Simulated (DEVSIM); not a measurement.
Structure: abrupt Si p-n junction, at 250 K.

```
layer (left to right)  material  thickness (μm)  Nd (cm⁻³)  Na (cm⁻³)  τn (s)  τp (s)
---------------------  --------  --------------  ---------  ---------  ------  ------
1                            Si            6.60          -     8.1e17  2.7e-6  2.7e-6
2                            Si             200     1.6e14          -  2.7e-6  2.7e-6
```

Left contact: ohmic. Right contact: ohmic. Voltage is applied to the left contact. Recombination: SRH at mid-gap, Auger. Mobility is μmin + (μ − μmin)/(1 + (N/Nref)^α).

The device is made up for the run: typed textbook-type constants, with dimensions and the other settings drawn at random. Values at 300 K; Nc and Nv go as T^1.5, mobilities as T to minus their exponent, the gap by Varshni's rule with the affinity fixed.

| parameter | Si |
|---|---|
| gap (eV) | 1.124 |
| affinity (eV) | 4.05 |
| permittivity | 11.7 |
| Nc (cm⁻³) | 2.86e19 |
| Nv (cm⁻³) | 3.1e19 |
| μn (cm²/Vs) | 1417 |
| μp (cm²/Vs) | 470 |
| μn,min | 52 |
| μp,min | 45 |
| Nref,n | 9.7e16 |
| Nref,p | 2.2e17 |
| αn | 0.68 |
| αp | 0.72 |
| T exponent of μn | 2.3 |
| T exponent of μp | 2.2 |
| Cn (cm⁶/s) | 2.8e-31 |
| Cp (cm⁶/s) | 9.9e-32 |
| Varshni α (eV/K) | 0.000473 |
| Varshni β (K) | 636 |

Simulated with DEVSIM: 1D drift-diffusion, Boltzmann statistics, complete ionisation; no tunnelling, impact ionisation, image-force lowering or self-heating.

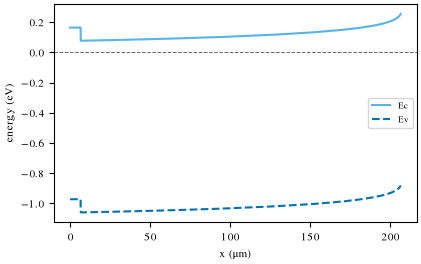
Figure. Band edges at 0.9 V on the left contact

Energies count from the Fermi level of the right contact; mesh points crowd at the junctions.

| x (μm) | Ec (eV) | Ev (eV) | n (cm⁻³) | p (cm⁻³) | field (V/cm) |
|---|---|---|---|---|---|
| 0.000 | 0.163 | -0.973 | < 1e2 | 8.1e17 | ≈ 0 |
| 0.05102 | 0.163 | -0.973 | 1.9e12 | 8.1e17 | ≈ 0 |
| 0.2193 | 0.163 | -0.973 | 8.3e12 | 8.1e17 | ≈ 0 |
| 0.7331 | 0.164 | -0.973 | 2.8e13 | 8.1e17 | ≈ 0 |
| 3.432 | 0.164 | -0.973 | 1.3e14 | 8.1e17 | ≈ 0 |
| 5.638 | 0.164 | -0.973 | 2.1e14 | 8.1e17 | ≈ 0 |
| 6.307 | 0.164 | -0.972 | 2.4e14 | 8.1e17 | ≈ 0 |
| 6.556 | 0.164 | -0.972 | 2.5e14 | 8.1e17 | ≈ 0 |
| 6.602 | 0.134 | -1.002 | 9.8e14 | 2.0e17 | -34000 |
| 6.661 | 0.080 | -1.056 | 1.2e16 | 1.7e16 | -1600 |
| 6.843 | 0.076 | -1.060 | 1.4e16 | 1.4e16 | ≈ 0 |
| 7.834 | 0.077 | -1.060 | 1.4e16 | 1.4e16 | ≈ 0 |
| 10.68 | 0.077 | -1.059 | 1.4e16 | 1.4e16 | ≈ 0 |
| 19.45 | 0.079 | -1.057 | 1.3e16 | 1.2e16 | ≈ 0 |
| 67.31 | 0.092 | -1.044 | 7.9e15 | 7.8e15 | ≈ 0 |
| 152.4 | 0.133 | -1.004 | 2.8e15 | 2.6e15 | ≈ 0 |
| 190.0 | 0.177 | -0.959 | 1.1e15 | 9.2e14 | 20 |
| 201.3 | 0.210 | -0.926 | 5.2e14 | 3.6e14 | 45 |
| 205.5 | 0.238 | -0.898 | 2.6e14 | 1.0e14 | 110 |
| 206.3 | 0.249 | -0.887 | 1.9e14 | 3.7e13 | 170 |
| 206.5 | 0.253 | -0.883 | 1.7e14 | 1.1e13 | 190 |
| 206.6 | 0.255 | -0.881 | 1.6e14 | < 1e2 | 190 |
